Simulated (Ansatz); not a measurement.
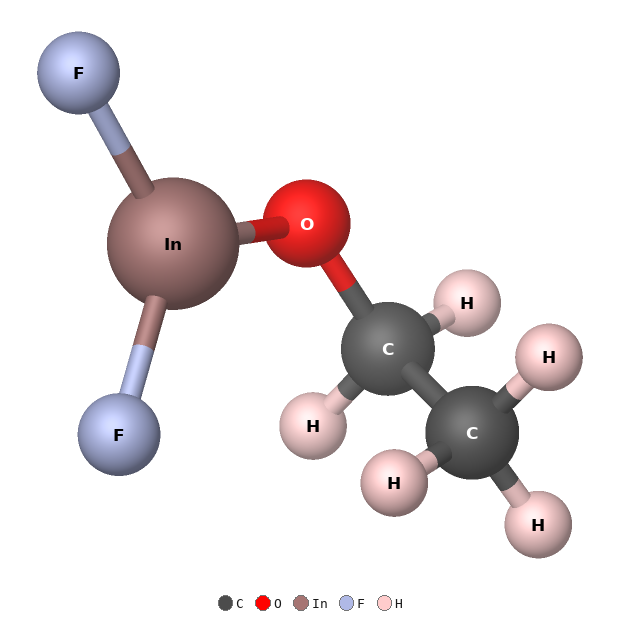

The geometry was computed by an optimisation with PBE0-D4/def2-TZVP. Properties computed with RKS PBE-D4/def2-TZVPP, core potentials on In (Ansatz 0.2.0).

Q: Estimate the vertical ionisation energy.

A: 10.22 eV.

Q: What is the HOMO–LUMO gap?

A: 3.34 eV.

Q: Give the dipole moment at this level.

A: 3.02 D.

Q: Estimate the dispersion correction.

A: −20.8 kJ/mol.
